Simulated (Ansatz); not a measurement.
# Run report: BNH$_{4}$, nudged elastic band

- system: BNH$_{4}$
- method: RKS B3LYP/def2-SVPD (Ansatz 0.2.0)

One setting was made poor on purpose. It belongs to a series of runs on one base structure; here: band between the two ends. Figures and captions count atoms from 1; the log counts them from 0 in places.

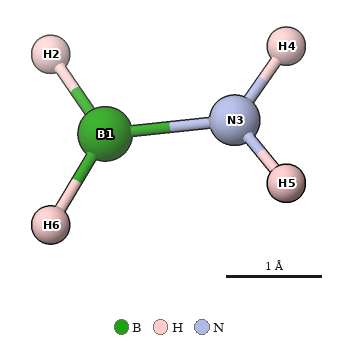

Figure 1. The input geometry (ball-and-stick view, seen at a tilt; atoms are numbered from 1 in the order of the input).

Key numbers

- outcome: converged
- barrier, forward: 4.893 eV
- barrier, backward: 0.376 eV
- hardware: 1 thread of Intel Xeon (Granite Rapids), 32 GiB of memory available, shared host
- wall time: 56 s
- peak memory: 0.14 GiB

Remarks

A deliberately poor setting: spring. The order of the saddle point was not checked.

Input file
```yaml
crystal:
  periodic: [false, false, false]
  atoms:
    - { symbol: B, position_ang: [0.302551, -0.036414, 0.281077] }
    - { symbol: H, position_ang: [-0.016453, -0.678559, 1.248572] }
    - { symbol: "N", position_ang: [1.647511, 0.037538, -0.067699] }
    - { symbol: H, position_ang: [2.381526, -0.423943, 0.452931] }
    - { symbol: H, position_ang: [1.985573, 0.557949, -0.86624] }
    - { symbol: H, position_ang: [-0.509408, 0.543429, -0.393237] }
basis:
  gaussian: { orbitals: def2-SVPD }
hamiltonian:
  xc: b3lyp
neb:
  order_check: false
  images: 7
  f_tol: 0.05
  max_iterations: 60
  spring: 50.0
  final_atoms:
    - { symbol: B, position_ang: [-0.30676973, -0.0829764, 0.06669409] }
    - { symbol: H, position_ang: [1.51174987, -0.16311097, 1.36565667] }
    - { symbol: "N", position_ang: [1.32170945, -0.03504973, 0.37358984] }
    - { symbol: H, position_ang: [1.68961349, -0.86977539, -0.10444244] }
    - { symbol: H, position_ang: [1.86022159, 0.77733083, 0.03226725] }
    - { symbol: H, position_ang: [-0.28522466, 0.37358166, -1.0783614] }
  initial_path:
    images:
      - { positions_ang: [[0.302551, -0.036414, 0.281077], [-0.016453, -0.678559, 1.248572], [1.647511, 0.037538, -0.067699], [2.381526, -0.423943, 0.452931], [1.985573, 0.557949, -0.86624], [-0.509408, 0.543429, -0.393237]] }
      - { positions_ang: [[0.22683394, -0.01859753, 0.21298568], [0.16160662, -0.50192409, 1.2393881], [1.6705811, 0.02113726, -0.004946], [2.32838738, -0.55966873, 0.32523867], [2.04488519, 0.6353533, -0.67810809], [-0.64099422, 0.42369979, -0.43915435]] }
      - { positions_ang: [[0.15111687, -0.00078106, 0.14489435], [0.33966624, -0.32528918, 1.2302042], [1.6936512, 0.00473651, 0.057807], [2.27524875, -0.69539446, 0.19754633], [2.10419737, 0.71275761, -0.48997618], [-0.77258044, 0.30397059, -0.48507171]] }
      - { positions_ang: [[0.07539981, 0.01703541, 0.07680303], [0.51772587, -0.14865427, 1.2210203], [1.7167213, -0.01166423, 0.12056001], [2.22211013, -0.83112019, 0.069854], [2.16350956, 0.79016191, -0.30184427], [-0.90416666, 0.18424138, -0.53098906]] }
      - { positions_ang: [[-0.00031725, 0.03485187, 0.00871171], [0.69578549, 0.02798064, 1.21183639], [1.73979139, -0.02806497, 0.18331301], [2.1689715, -0.96684593, -0.05783833], [2.22282174, 0.86756621, -0.11371237], [-1.03575288, 0.06451217, -0.57690642]] }
      - { positions_ang: [[-0.07693037, 0.00539481, 0.0232073], [0.89977658, -0.01979226, 1.25029146], [1.63527091, -0.02981116, 0.23088222], [2.049132, -0.94257829, -0.06948936], [2.13217171, 0.84500737, -0.07721746], [-0.84812082, 0.14177954, -0.70227016]] }
      - { positions_ang: [[-0.15354349, -0.02406226, 0.0377029], [1.10376768, -0.06756516, 1.28874653], [1.53075042, -0.03155735, 0.27845142], [1.9292925, -0.91831066, -0.08114038], [2.04152167, 0.82244852, -0.04072256], [-0.66048877, 0.21904691, -0.82763391]] }
      - { positions_ang: [[-0.23015661, -0.05351933, 0.05219849], [1.30775877, -0.11533807, 1.3272016], [1.42622993, -0.03330354, 0.32602063], [1.80945299, -0.89404303, -0.09279141], [1.95087163, 0.79988968, -0.00422766], [-0.47285672, 0.29631428, -0.95299765]] }
      - { positions_ang: [[-0.30676973, -0.0829764, 0.06669409], [1.51174987, -0.16311097, 1.36565667], [1.32170945, -0.03504973, 0.37358984], [1.68961349, -0.86977539, -0.10444244], [1.86022159, 0.77733083, 0.03226725], [-0.28522466, 0.37358166, -1.0783614]] }
```

Command:
```bash
ansatz run input.yaml --threads 1 --pin off --max-ram 2048MiB --backend cpu --events-out ev --progress --plain --runs-dir out
```

What the program printed
```
Engine: ansatz 0.2.0, x86_64-unknown-linux-gnu
Functional definition: B3LYP
  parameter a0 = 0.2
  parameter ax = 0.72
  parameter ac = 0.81
  exchange = (1 - a0 - ax)*slater_x + ax*b88_x + a0*exact_x
  correlation = (1 - ac)*vwn_rpa_c + ac*lyp_c
590 factors; their error is unknown
mean field evaluation 1: about -2226.1545 eV, gradient 4.9e1 eV
mean field evaluation 2: about -2219.4490 eV, gradient 7.2e1 eV
mean field evaluation 4: about -2231.1444 eV, gradient 2.3e0 eV
mean field evaluation 8: about -2231.1607 eV, gradient 1.3e-2 eV
mean field -2231.15095395 eV, -81.9932852291 hartree, gradient 3.0e-5 eV, S^2 0.000000; 0 other end points of the search recorded, 0 dependent functions left out
the calculation of the forces begins
reference -2231.15115075 eV, -81.9932924613 hartree; 8, 8 occupied and 64, 64 virtual orbitals, 590 factors
590 factors; their error is unknown
mean field evaluation 16: about -2222.7392 eV, gradient 4.1e1 eV
mean field -2226.63434704 eV, -81.8273029868 hartree, gradient 6.1e-5 eV, S^2 0.000000; 0 other end points of the search recorded, 0 dependent functions left out
[... from here on the field's lines of each further geometry are left out, up to the last ...]
NEB iter   1: max|band force component| = 6.604e0 eV/Å  barrier→ = 6.3377 eV  barrier← = 1.8211 eV  Δτ_max = 0.2000 Å  (247 SCF iters)
NEB iter   2: max|band force component| = 3.463e0 eV/Å  barrier→ = 5.2936 eV  barrier← = 0.7770 eV  Δτ_max = 0.2000 Å  (234 SCF iters)
NEB iter   3: max|band force component| = 2.982e0 eV/Å  barrier→ = 5.1579 eV  barrier← = 0.6413 eV  Δτ_max = 0.1964 Å  (232 SCF iters)
NEB iter   4: max|band force component| = 2.334e0 eV/Å  barrier→ = 5.0655 eV  barrier← = 0.5489 eV  Δτ_max = 0.1950 Å  (225 SCF iters)
NEB iter   5: max|band force component| = 2.299e0 eV/Å  barrier→ = 5.2049 eV  barrier← = 0.6883 eV  Δτ_max = 0.1941 Å  (222 SCF iters)
NEB iter   6: max|band force component| = 1.325e0 eV/Å  barrier→ = 4.9578 eV  barrier← = 0.4412 eV  Δτ_max = 0.0903 Å  (219 SCF iters)
NEB iter   7: max|band force component| = 1.482e0 eV/Å  barrier→ = 4.7598 eV  barrier← = 0.2432 eV  Δτ_max = 0.0445 Å  (206 SCF iters)
NEB iter   8: max|band force component| = 8.137e-1 eV/Å  barrier→ = 4.7389 eV  barrier← = 0.2223 eV  Δτ_max = 0.0452 Å  (206 SCF iters)
NEB iter   9: max|band force component| = 1.238e0 eV/Å  barrier→ = 4.7780 eV  barrier← = 0.2614 eV  CI = image 4  Δτ_max = 0.0888 Å  (198 SCF iters)
NEB iter  10: max|band force component| = 1.397e0 eV/Å  barrier→ = 4.9082 eV  barrier← = 0.3916 eV  CI = image 4  Δτ_max = 0.0329 Å  (207 SCF iters)
NEB iter  11: max|band force component| = 4.118e-1 eV/Å  barrier→ = 4.8945 eV  barrier← = 0.3779 eV  CI = image 4  Δτ_max = 0.0170 Å  (208 SCF iters)
NEB iter  12: max|band force component| = 7.560e-2 eV/Å  barrier→ = 4.8930 eV  barrier← = 0.3764 eV  CI = image 4  Δτ_max = 0.0054 Å  (200 SCF iters)
the calculation of the forces begins
reference -2226.62147487 eV, -81.8268299433 hartree; 8, 8 occupied and 64, 64 virtual orbitals, 590 factors
590 factors; their error is unknown
mean field -2226.25821459 eV, -81.8134803742 hartree, gradient 1.3e-5 eV, S^2 0.000000; 1 other end points of the search recorded, 0 dependent functions left out
the calculation of the forces begins
reference -2226.25844904 eV, -81.8134889901 hartree; 8, 8 occupied and 64, 64 virtual orbitals, 590 factors
NEB iter  13: max|band force component| = 3.474e-2 eV/Å  barrier→ = 4.8927 eV  barrier← = 0.3761 eV  CI = image 4  Δτ_max = 0.0000 Å  (373 SCF iters)
```

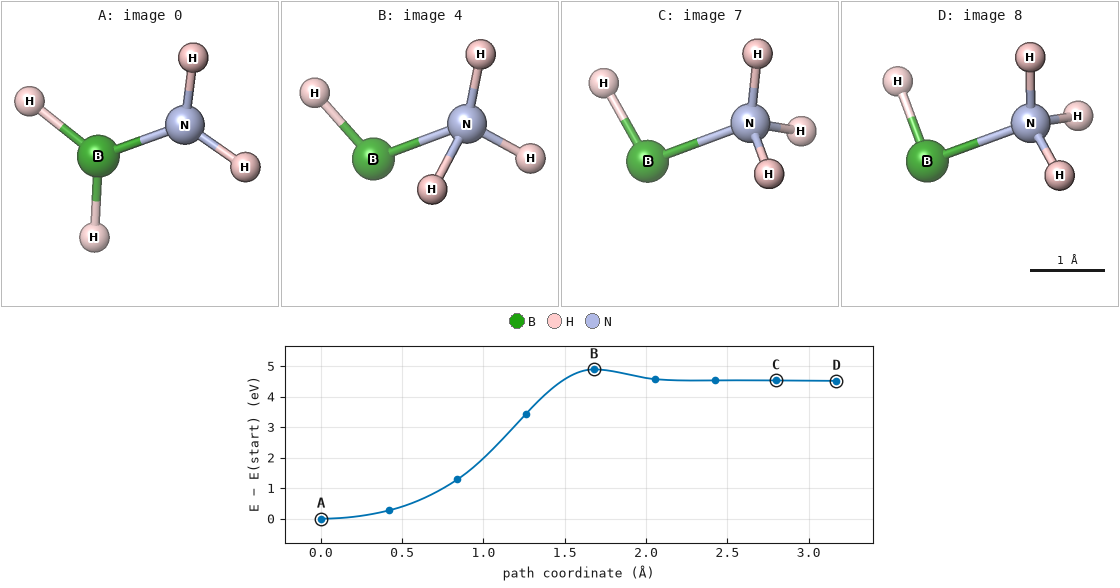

Figure 2. Images of the last band (counted from 0; ball-and-stick, seen at a tilt) above the energy along the path; the line is a cubic interpolation that uses the forces. The highest image is number 4, 4.893 eV above the start and 0.376 eV above the end (the climbing image); the end lies 4.517 eV above the start. The path is 3.17 Å long. The band converged in 13 iterations.

```
Total energy: -2226.25844904 eV, -81.8134889901 hartree
Atom 0 at    -0.033048    -0.402656     0.029756 Å, force     0.002556     0.016811     0.007968 eV/Å
Atom 1 at     0.933052    -0.018475     1.155034 Å, force    -0.007618    -0.005564    -0.030616 eV/Å
Atom 2 at     1.442180    -0.037334     0.110948 Å, force     0.002779    -0.009556     0.030172 eV/Å
Atom 3 at     2.102213    -0.780287     0.328783 Å, force     0.005628     0.007445    -0.006536 eV/Å
Atom 4 at     1.917600     0.758153    -0.364110 Å, force    -0.005316    -0.003940    -0.002945 eV/Å
Atom 5 at    -0.570698     0.480600    -0.605007 Å, force     0.001971    -0.005196     0.001958 eV/Å
Dipole moment:     0.890236     0.388773    -0.103989 e Å
this run last wrote the band of iteration 13 to [file]
```

The last band as extended XYZ (Å, eV, eV/Å)
```
6
Properties=species:S:1:pos:R:3:forces:R:3 image=0 energy=-2231.15095
B     0.3026   -0.0364    0.2811   -0.0072  -0.0005   0.0010
H    -0.0165   -0.6786    1.2486    0.0028   0.0058  -0.0084
N     1.6475    0.0375   -0.0677   -0.0114  -0.0009   0.0037
H     2.3815   -0.4239    0.4529    0.0066  -0.0052   0.0063
H     1.9856    0.5579   -0.8662    0.0019   0.0060  -0.0089
H    -0.5094    0.5434   -0.3932    0.0073  -0.0050   0.0062
6
Properties=species:S:1:pos:R:3:forces:R:3 image=1 energy=-2230.87786
B     0.2769   -0.0502    0.2267    0.2000   0.2772   0.2290
H     0.1619   -0.5310    1.3161   -0.8395  -0.5530  -0.0058
N     1.6192   -0.0107   -0.1292    0.1548   0.1297   0.0510
H     2.2687   -0.5684    0.4067    0.2960   0.3322   0.1025
H     2.0386    0.7072   -0.6970    0.1248  -0.2583  -0.6391
H    -0.5740    0.4530   -0.4678    0.0640   0.0721   0.2624
6
Properties=species:S:1:pos:R:3:forces:R:3 image=2 energy=-2229.86560
B     0.2155   -0.1295    0.1604    1.0037   1.2772   0.6523
H     0.4106   -0.3649    1.3179   -2.3211  -1.3432   0.6901
N     1.5752   -0.0512   -0.1455    0.5805  -0.1316  -0.9703
H     2.1774   -0.6725    0.3753    0.4210   0.5887   0.2653
H     2.0038    0.7799   -0.5085    0.4309  -0.1310  -1.0910
H    -0.5912    0.4383   -0.5443   -0.1150  -0.2602   0.4536
6
Properties=species:S:1:pos:R:3:forces:R:3 image=3 energy=-2227.72597
B     0.1016   -0.2652    0.0972    1.8213   1.9385   1.4205
H     0.6739   -0.1974    1.2460   -3.3500  -1.9039   1.2871
N     1.5105   -0.0426   -0.0404    0.9465  -0.1016  -2.2045
H     2.1263   -0.7433    0.3497    0.3336   0.5470   0.4503
H     1.9582    0.7805   -0.4052    0.5098  -0.0143  -1.2462
H    -0.5793    0.4680   -0.5917   -0.2613  -0.4658   0.2928
6
Properties=species:S:1:pos:R:3:forces:R:3 image=4 energy=-2226.25821
B    -0.0330   -0.4027    0.0298    0.0026   0.0168   0.0080
H     0.9331   -0.0185    1.1550   -0.0076  -0.0056  -0.0306
N     1.4422   -0.0373    0.1109    0.0028  -0.0096   0.0302
H     2.1022   -0.7803    0.3288    0.0056   0.0074  -0.0065
H     1.9176    0.7582   -0.3641   -0.0053  -0.0039  -0.0029
H    -0.5707    0.4806   -0.6050    0.0020  -0.0052   0.0020
6
Properties=species:S:1:pos:R:3:forces:R:3 image=5 energy=-2226.57639
B    -0.1245   -0.4903   -0.1369   -0.1385  -0.1961  -0.2690
H     1.1351    0.1148    1.1784    0.3569   0.2856   0.0358
N     1.4008   -0.0690    0.1934   -0.0680  -0.0387   0.1538
H     2.0430   -0.8565    0.2616   -0.0614  -0.0684  -0.0857
H     1.8900    0.7380   -0.2443   -0.0896  -0.0182   0.1673
H    -0.5531    0.5629   -0.5969    0.0006   0.0359  -0.0021
6
Properties=species:S:1:pos:R:3:forces:R:3 image=6 energy=-2226.61874
B    -0.2076   -0.4280   -0.1074    0.0040  -0.0023  -0.0055
H     1.3559    0.0725    1.2859   -0.0252   0.0008  -0.0124
N     1.3747   -0.0526    0.2687    0.0088  -0.0016  -0.0046
H     1.9163   -0.9053    0.1243    0.0118  -0.0007   0.0118
H     1.8762    0.7476   -0.1559    0.0028  -0.0041  -0.0096
H    -0.5241    0.5657   -0.7602   -0.0022   0.0080   0.0202
6
Properties=species:S:1:pos:R:3:forces:R:3 image=7 energy=-2226.62124
B    -0.2629   -0.2837   -0.0097   -0.0049   0.0129   0.0154
H     1.4540   -0.0447    1.3407    0.0152  -0.0094   0.0054
N     1.3499   -0.0315    0.3264   -0.0054   0.0033   0.0070
H     1.7858   -0.9040    0.0084   -0.0113   0.0042  -0.0148
H     1.8820    0.7669   -0.0628   -0.0023   0.0062   0.0080
H    -0.4175    0.4970   -0.9476    0.0087  -0.0172  -0.0210
6
Properties=species:S:1:pos:R:3:forces:R:3 image=8 energy=-2226.63435
B    -0.3068   -0.0830    0.0667    0.0137   0.0003   0.0032
H     1.5117   -0.1631    1.3657   -0.0052  -0.0007  -0.0163
N     1.3217   -0.0350    0.3736   -0.0033  -0.0093   0.0176
H     1.6896   -0.8698   -0.1044   -0.0036   0.0016   0.0029
H     1.8602    0.7773    0.0323    0.0010   0.0074  -0.0041
H    -0.2852    0.3736   -1.0784   -0.0026   0.0007  -0.0032
```
